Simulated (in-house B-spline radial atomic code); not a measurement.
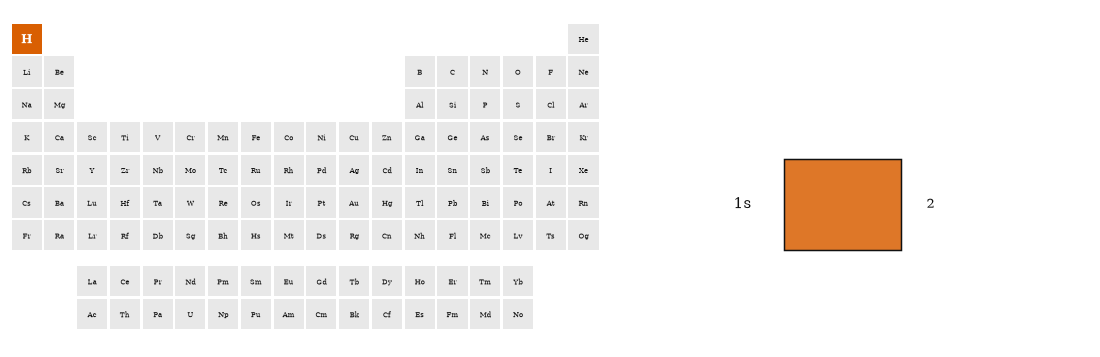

*Left, the place of hydrogen in the periodic table; right, the outer shells of the closed core: a box for each of the 2l + 1 orbitals, shaded by the share of the shell that is filled, with the electron count at the right.*

# Run report: H⁻, many-body perturbation calculation

System: H⁻, core 1s2.
Method: relativistic RPA (time-dependent Dirac-Hartree-Fock) and second-order many-body perturbation theory, no-pair Dirac-Coulomb, closed shell, B-spline basis (in-house B-spline radial atomic code).

The input:
```
basis_form = 2
Z = 1
core_configuration = 1s2
rms_radius = 0.8409
mass_number = 1
speed_of_light = 137.035999084
```

Hardware: 1 CPU thread, shared host.

Launched within a batch (the task file carries these settings):
```bash
python <driver script> task.json out
```

The program writes its results to a structured record and prints no log; tables and figures of this report are taken from that record.

Outcome:

| quantity | value |
| --- | --- |
| outcome | ended with an error |

What went wrong:

The run ended with an error; the driver noted: error: ZeroDivisionError('float division by zero').
